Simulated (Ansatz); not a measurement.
```xyz
21

C     0.8217   -2.9681   -0.4503
C     0.1781   -1.6035   -0.6250
C    -0.0330   -0.8850    0.6987
C    -0.7500    0.4515    0.5782
C     0.0275    1.5242   -0.1726
C    -0.7505    2.8224   -0.2668
O     1.3084    1.7358    0.4006
H     0.9685   -3.4703   -1.4093
H     0.2036   -3.6186    0.1752
H     1.7993   -2.8806    0.0320
H    -0.7867   -1.7131   -1.1355
H     0.8044   -0.9920   -1.2822
H     0.9373   -0.7285    1.1814
H    -0.6096   -1.5357    1.3663
H    -0.9773    0.8375    1.5814
H    -1.7178    0.3106    0.0820
H     0.2434    1.1706   -1.1856
H    -1.6965    2.6781   -0.7945
H    -0.1689    3.5787   -0.7967
H    -0.9830    3.2054    0.7330
H     1.1810    2.0806    1.2898
```

Geometry: PBE0-D4/def2-TZVP.

These are results of RKS PBE0-D4/def2-TZVPP in Ansatz, not measurements.

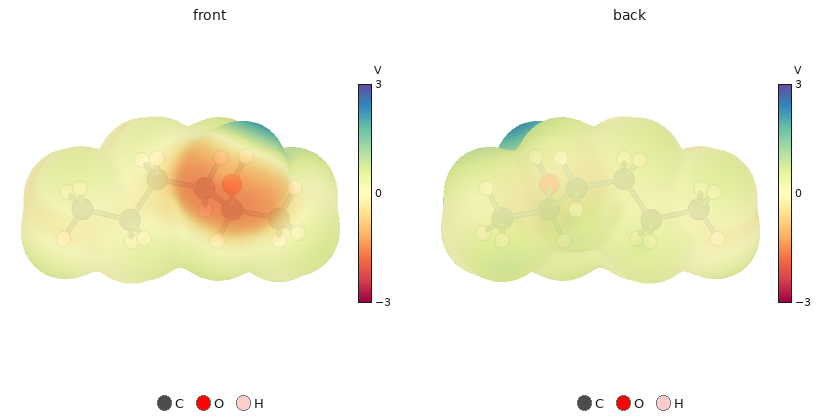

C6H14O (SMILES CCCCC(C)O). The molecular electrostatic potential painted on the density surface at 0.002 e/bohr³, seen from the front and from behind; the colour scale runs from red (negative) to blue (positive).

Q: Where is the surface potential most negative and most positive?

A: The most negative region (about −1.6 V, or −37 kcal/mol for a unit charge) lies over O7, the most positive (about +2.1 V, or +48 kcal/mol for a unit charge) over H21. O7 is the likeliest acceptor of a hydrogen bond.
